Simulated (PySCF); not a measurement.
# NMR shielding calculation of Si$_{5}$S$_{5}$F$_{10}$

Si$_{5}$S$_{5}$F$_{10}$, computed with GIAO KT3/pcSseg-1 NMR shielding, non-relativistic, gas phase (PySCF 2.14.0).

The geometry comes from this level: GFN2-xTB. Figures and captions count atoms from 1; the log counts them from 0 in places.

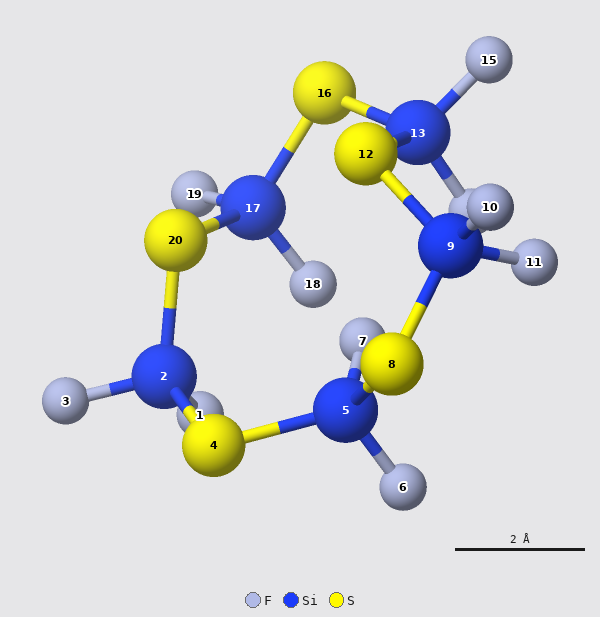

**Figure 1.** The structure (ball-and-stick view, seen at a tilt; atoms are numbered from 1 in the order of the input). Bond lengths as drawn: F–Si 1.58 to 1.60 Å and S–Si 2.12 to 2.13 Å.

**Key numbers**

| quantity | value |
| --- | --- |
| outcome | converged |
| total energy | −4474.800081 hartree |
| HOMO | −7.64 eV |
| LUMO | −3.00 eV |
| dipole moment | 2.42 D |
| isotropic shielding, F | 241.9 to 265.3 ppm |
| isotropic shielding, Si | 376.5 to 382.2 ppm |
| isotropic shielding, S | 596.9 to 606.5 ppm |
| hardware | 2 CPU threads, shared host |
| wall time | 26 s (CPU time 47 s) |
| peak memory | 0.86 GiB |

**The input**
```
{"job": {"kind": "nmr", "xc": "KT3", "basis": "pcSseg-1", "pop": false}, "charge": 0, "multiplicity": 1}
F     -2.934116    -1.549664    -1.185184
Si    -2.076011    -2.275623    -0.062778
F     -3.060488    -3.429476     0.394849
S     -0.384511    -3.249881    -0.917198
Si     0.809949    -1.604053    -1.536320
F      0.760186    -1.432596    -3.113690
F      0.131781    -0.225167    -1.085265
S      2.819847    -1.695470    -0.850624
Si     3.072834     0.222412     0.044359
F      4.572388     0.273574     0.553287
F      3.070600     1.363758    -1.060669
S      1.772137     0.626174     1.680899
Si     0.672973     2.337767     1.041092
F      0.582964     2.456107    -0.540673
F      1.463579     3.663577     1.409177
S     -1.246254     2.485552     1.937689
Si    -2.286750     0.901654     0.979617
F     -2.271122     1.072175    -0.599781
F     -3.828680     1.096600     1.299859
S     -1.644395    -1.031013     1.609535
```

The first line tells a small driver script what to run in PySCF; the rest is the geometry in Å.

Launched with:
```bash
OMP_NUM_THREADS=2 python <driver script> task.json out
```

**Log**
```
start: PBE on a coarse grid of 26157 points
cycle   1  E = -4434.3513568582  dE =  3.091e+00  |g| = 1.762e+00  |ddm| = 5.161e+00
cycle   2  E = -4432.2617927279  dE =  2.090e+00  |g| = 4.048e+00  |ddm| = 4.263e+00
cycle   3  E = -4434.8353499309  dE = -2.574e+00  |g| = 3.405e-01  |ddm| = 3.116e+00
cycle   4  E = -4434.8617028743  dE = -2.635e-02  |g| = 1.640e-01  |ddm| = 5.736e-01
cycle   5  E = -4434.8674697678  dE = -5.767e-03  |g| = 4.324e-02  |ddm| = 1.815e-01
cycle   6  E = -4434.8678660172  dE = -3.962e-04  |g| = 1.759e-02  |ddm| = 4.878e-02
cycle   7  E = -4434.8679077627  dE = -4.175e-05  |g| = 6.416e-03  |ddm| = 1.366e-02
final grid: 218949 points
cycle   8  E = -4474.7549201058  dE = -5.131e-02  |g| = 6.370e-01  |ddm| = 8.252e-01
cycle   9  E = -4474.6554798826  dE =  9.944e-02  |g| = 9.782e-01  |ddm| = 9.759e-01
cycle  10  E = -4474.7942433986  dE = -1.388e-01  |g| = 1.867e-01  |ddm| = 7.560e-01
cycle  11  E = -4474.7998182125  dE = -5.575e-03  |g| = 3.044e-02  |ddm| = 1.768e-01
cycle  12  E = -4474.8000737695  dE = -2.556e-04  |g| = 6.577e-03  |ddm| = 4.034e-02
cycle  13  E = -4474.8000778662  dE = -4.097e-06  |g| = 2.919e-03  |ddm| = 8.804e-03
cycle  14  E = -4474.8000808135  dE = -2.947e-06  |g| = 9.416e-04  |ddm| = 2.519e-03
cycle  15  E = -4474.8000789600  dE =  1.854e-06  |g| = 1.892e-04  |ddm| = 9.794e-04
cycle  16  E = -4474.8000806408  dE = -1.681e-06  |g| = 5.734e-05  |ddm| = 2.197e-04
converged SCF energy = -4474.8000806408

GIAO shielding tensors (ppm)
atom      isotropic    diamagn.    paramagn.     s11        s22        s33       span
  0 F      255.161     471.934    -216.773    210.142    222.787    332.554    122.412
  1 Si     382.207     880.827    -498.620    357.008    379.301    410.312     53.304
  2 F      265.246     463.479    -198.233    219.395    242.552    333.791    114.396
  3 S      597.244    1063.368    -466.124    513.657    577.220    700.856    187.200
  4 Si     376.541     885.993    -509.452    332.787    384.314    412.521     79.733
  5 F      241.918     468.506    -226.588    191.364    212.117    322.274    130.910
  6 F      256.569     487.084    -230.514    225.165    235.139    309.404     84.240
  7 S      596.885    1063.371    -466.486    512.954    577.029    700.671    187.717
  8 Si     382.205     880.830    -498.626    357.112    379.247    410.255     53.142
  9 F      265.286     463.479    -198.193    219.370    242.638    333.850    114.480
 10 F      255.111     471.944    -216.833    210.060    222.750    332.524    122.464
 11 S      605.831    1068.174    -462.343    496.525    571.577    749.390    252.865
 12 Si     379.483     882.938    -503.455    358.801    369.356    410.293     51.492
 13 F      252.150     477.593    -225.443    204.497    232.731    319.221    114.724
 14 F      263.718     464.899    -201.181    213.879    244.171    333.103    119.224
 15 S      606.500    1062.725    -456.225    563.947    610.670    644.882     80.934
 16 Si     379.533     882.933    -503.400    358.742    369.532    410.327     51.585
 17 F      252.195     477.591    -225.396    204.564    232.745    319.276    114.711
 18 F      263.720     464.893    -201.173    213.905    244.149    333.106    119.201
 19 S      606.105    1068.175    -462.071    496.664    571.928    749.721    253.057
```

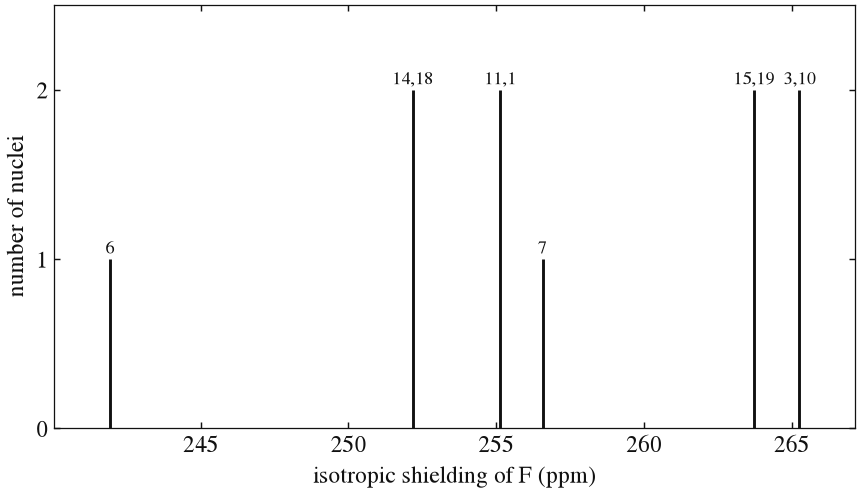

**Figure 2.** Isotropic shieldings of the fluorine nuclei in this fixed geometry, labelled by atom number; shielding grows to the right, so chemical shift grows to the left. The least shielded is F6 (241.9 ppm), the most shielded F10 (265.3 ppm).
